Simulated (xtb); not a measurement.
**Frequency calculation of CH5NSSi (part 2 of 2)**

The same run, continued: CH5NSSi, SMILES NC1[SiH2]S1; GFN2-xTB (xtb 6.7.1). The geometry was optimised with GFN2-xTB.

Geometry of the input (Å):
```
N  0.1392  1.4628  0.3909
C  0.3064  0.3393  -0.4057
Si 0.0390  -1.4220  0.1788
S  -1.3104  -0.4992  -1.1598
H  -0.4864  1.3169  1.1724
H  -0.1330  2.2944  -0.1208
H  0.9676  0.5292  -1.2416
H  0.8987  -2.4537  -0.3611
H  -0.4212  -1.5677  1.5470
```

The program's output, continued:
```
Wiberg/Mayer (AO) data.
largest (>0.10) Wiberg bond orders for each atom

 ---------------------------------------------------------------------------
     #   Z sym  total        # sym  WBO       # sym  WBO       # sym  WBO
 ---------------------------------------------------------------------------
     1   7 N    3.194 --     2 C    1.172     5 H    0.960     6 H    0.948
                             4 S    0.110
     2   6 C    3.911 --     1 N    1.172     7 H    0.979     3 Si   0.878
                             4 S    0.816
     3  14 Si   3.775 --     4 S    1.136     2 C    0.878     9 H    0.872
                             8 H    0.870
     4  16 S    2.157 --     3 Si   1.136     2 C    0.816     1 N    0.110
     5   1 H    0.975 --     1 N    0.960
     6   1 H    0.973 --     1 N    0.948
     7   1 H    0.999 --     2 C    0.979
     8   1 H    0.996 --     3 Si   0.870
     9   1 H    0.996 --     3 Si   0.872
 ---------------------------------------------------------------------------

Topologies differ in total number of bonds
Writing topology from bond orders to xtbtopo.mol

molecular dipole:
                 x           y           z       tot (Debye)
 q only:        0.724      -0.048       0.877
   full:        0.761      -0.119       0.994       3.196
molecular quadrupole (traceless):
                xx          xy          yy          xz          yz          zz
 q only:       -3.011      -1.987       4.846      -3.551      -1.250      -1.834
Molecule has no symmetry elements
It seems to be the C1 point group
  q+dip:       -4.979      -3.965       6.366      -6.970      -2.267      -1.386
   full:       -4.918      -3.140       7.161      -6.211      -2.313      -2.243

           -------------------------------------------------
          |               Frequency Printout                |
           -------------------------------------------------
 projected vibrational frequencies (cm⁻¹)
eigval :       -0.00    -0.00     0.00     0.00     0.00     0.00
eigval :      249.37   285.01   368.06   401.16   443.72   488.39
eigval :      556.46   578.29   726.76   780.39   836.28   940.66
eigval :     1093.28  1227.53  1325.65  1541.97  2362.06  2392.47
eigval :     3033.21  3385.36  3438.36
 reduced masses (amu)
   1: 18.45   2: 20.39   3: 27.59   4: 27.59   5: 14.04   6: 24.47   7: 17.03   8: 13.27
   9:  4.88  10: 10.73  11:  5.40  12:  5.93  13: 22.24  14:  6.90  15:  5.27  16: 12.44
  17:  5.43  18:  2.39  19:  2.61  20:  9.11  21:  6.00  22:  2.27  23:  2.00  24:  1.80
  25:  1.81  26:  1.61  27:  1.98
 IR intensities (km·mol⁻¹)
   1:  0.48   2:  1.02   3:  0.64   4:  3.83   5:  0.70   6:  0.75   7: 29.19   8: 31.54
   9: 28.16  10: 28.90  11:  4.80  12: 76.65  13: 10.67  14:143.64  15: 70.11  16:210.23
  17:501.36  18:  8.21  19:  8.83  20: 38.90  21: 60.13  22: 48.09  23:277.17  24:216.25
  25: 16.97  26:  1.66  27:  1.15
 Raman intensities (Ä⁴*amu⁻¹)
   1:  0.00   2:  0.00   3:  0.00   4:  0.00   5:  0.00   6:  0.00   7:  0.00   8:  0.00
   9:  0.00  10:  0.00  11:  0.00  12:  0.00  13:  0.00  14:  0.00  15:  0.00  16:  0.00
  17:  0.00  18:  0.00  19:  0.00  20:  0.00  21:  0.00  22:  0.00  23:  0.00  24:  0.00
  25:  0.00  26:  0.00  27:  0.00
 output can be read by thermo (or use thermo option).
 writing <g98.out> molden fake output.
 recommended (thermochemical) frequency scaling factor: 1.0
           -------------------------------------------------
          |             Thermodynamic Functions             |
           -------------------------------------------------

c1  symmetry found (for desy threshold:  0.10E+00) used in thermo

          ...................................................
          :                      SETUP                      :
          :.................................................:
          :  # frequencies                          21      :
          :  # imaginary freq.                       0      :
          :  linear?                             false      :
          :  only rotor calc.                    false      :
          :  symmetry                               c1      :
          :  rotational number                       1      :
          :  scaling factor                  1.0000000      :
          :  rotor cutoff                   50.0000000 cm⁻¹ :
          :  imag. cutoff                  -20.0000000 cm⁻¹ :
          :.................................................:

    mode    ω/cm⁻¹     T·S(HO)/kcal·mol⁻¹    T·S(FR)/kcal·mol⁻¹   T·S(vib)
   ------------------------------------------------------------------------
       1    249.37    -0.51730 ( 99.84%)    -0.58036 (  0.16%)    -0.51740
       2    285.01    -0.44825 ( 99.91%)    -0.54080 (  0.09%)    -0.44833
   ------------------------------------------------------------------------

   temp. (K)  partition function   enthalpy   heat capacity  entropy
                                   cal/mol     cal/K/mol   cal/K/mol   J/K/mol
 298.15  VIB   4.22                 1752.674     14.505      8.743
         ROT  0.102E+06              888.752      2.981     25.891
         INT  0.429E+06             2641.426     17.486     34.634
         TR   0.843E+27             1481.254      4.968     39.426
         TOT                        4122.6799    22.4541    74.0595   309.8650

       T/K    H(0)-H(T)+PV         H(T)/Eh          T*S/Eh         G(T)/Eh
   ------------------------------------------------------------------------
    298.15    0.656991E-02    0.668376E-01    0.351881E-01    0.316495E-01
   ------------------------------------------------------------------------

         :::::::::::::::::::::::::::::::::::::::::::::::::::::
         ::                  THERMODYNAMIC                  ::
         :::::::::::::::::::::::::::::::::::::::::::::::::::::
         :: total free energy         -12.533836736554 Eh   ::
         ::.................................................::
         :: total energy              -12.565486240191 Eh   ::
         :: zero point energy           0.060267662319 Eh   ::
         :: G(RRHO) w/o ZPVE           -0.028618158682 Eh   ::
         :: G(RRHO) contrib.            0.031649503637 Eh   ::
         :::::::::::::::::::::::::::::::::::::::::::::::::::::

           -------------------------------------------------
          | TOTAL ENERGY              -12.565486240191 Eh   |
          | TOTAL ENTHALPY            -12.498648669273 Eh   |
          | TOTAL FREE ENERGY         -12.533836736554 Eh   |
          | GRADIENT NORM               0.000066453153 Eh/α |
          | HOMO-LUMO GAP               3.700793491544 eV   |
           -------------------------------------------------

------------------------------------------------------------------------
------------------------------------------------------------------------
 total:
 *  cpu-time:     0 d,  0 h,  0 min,  0.360 sec
 * ratio c/w:     0.955 speedup
 SCF:
 *  cpu-time:     0 d,  0 h,  0 min,  0.011 sec
 * ratio c/w:     0.956 speedup
 analytical hessian:
 *  cpu-time:     0 d,  0 h,  0 min,  0.331 sec
 * ratio c/w:     0.954 speedup
```

File vibspectrum:
```
$vibrational spectrum
#  mode     symmetry     wave number   IR intensity    selection rules
#                         cm**(-1)      (km*mol⁻¹)        IR
     1                      -0.00         0.00000          -
     2                      -0.00         0.00000          -
     3                       0.00         0.00000          -
     4                       0.00         0.00000          -
     5                       0.00         0.00000          -
     6                       0.00         0.00000          -
     7        a            249.37        29.18905         YES
     8        a            285.01        31.53904         YES
     9        a            368.06        28.16117         YES
    10        a            401.16        28.90021         YES
    11        a            443.72         4.79927         YES
    12        a            488.39        76.65468         YES
    13        a            556.46        10.67151         YES
    14        a            578.29       143.64403         YES
    15        a            726.76        70.10799         YES
    16        a            780.39       210.22533         YES
    17        a            836.28       501.35802         YES
    18        a            940.66         8.20815         YES
    19        a           1093.28         8.82688         YES
    20        a           1227.53        38.89942         YES
    21        a           1325.65        60.13047         YES
    22        a           1541.97        48.08524         YES
    23        a           2362.06       277.17243         YES
    24        a           2392.47       216.24789         YES
    25        a           3033.21        16.97214         YES
    26        a           3385.36         1.65799         YES
    27        a           3438.36         1.15036         YES
$end
```

Standard error:
```
normal termination of xtb
```

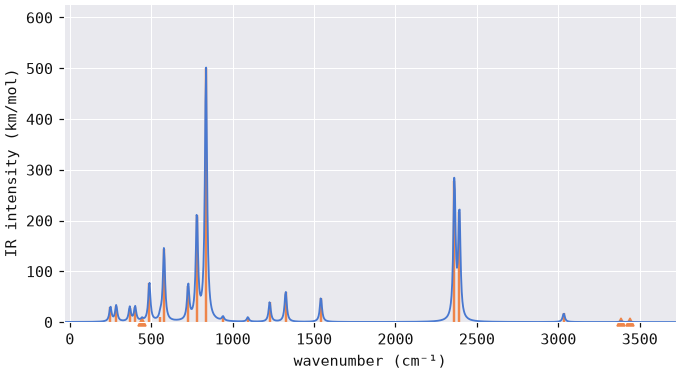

Fig. 1: Harmonic infrared spectrum, unscaled: sticks (degenerate modes added up, dark ones marked on the axis) with a Lorentzian envelope of 16 cm⁻¹ full width, scaled to the tallest stick. 21 modes from 249 to 3438 cm⁻¹, none imaginary. The strongest line is at 836 cm⁻¹ (501 km/mol).

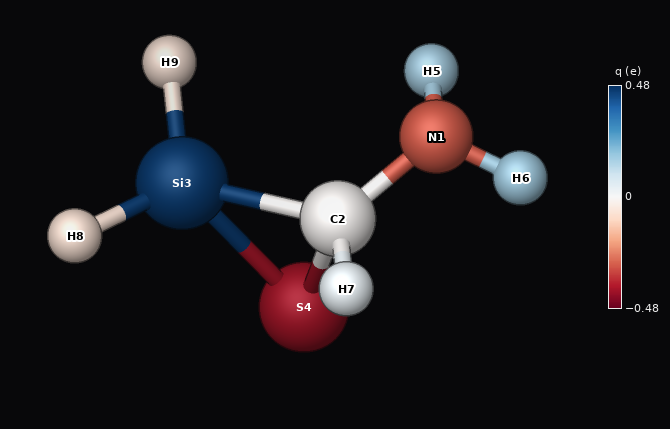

Fig. 2: Mulliken charges, as the colour of each atom (ball-and-stick view, seen at a tilt; atoms are numbered from 1 in the order of the input). By element: N −0.29, C −0.01, Si +0.46, S −0.39 and H −0.06 to +0.16 e.

Key numbers:

```csv
quantity,value
outcome,converged
electrons treated,24
total energy,−12.565486 hartree
dispersion energy,−0.005659 hartree
basis functions,33
HOMO,−9.88 eV
LUMO,−6.18 eV
zero-point energy,0.060268 hartree
dipole moment,3.20 D
"wavenumbers, lowest and highest",249 and 3438 cm⁻¹
peak memory,0.071 GiB
```

Settings chosen away from the usual ones: method = gfn2-xtb; task = frequencies; x = {"hess_step": 0.01}; geo = {"prev": "A"}.
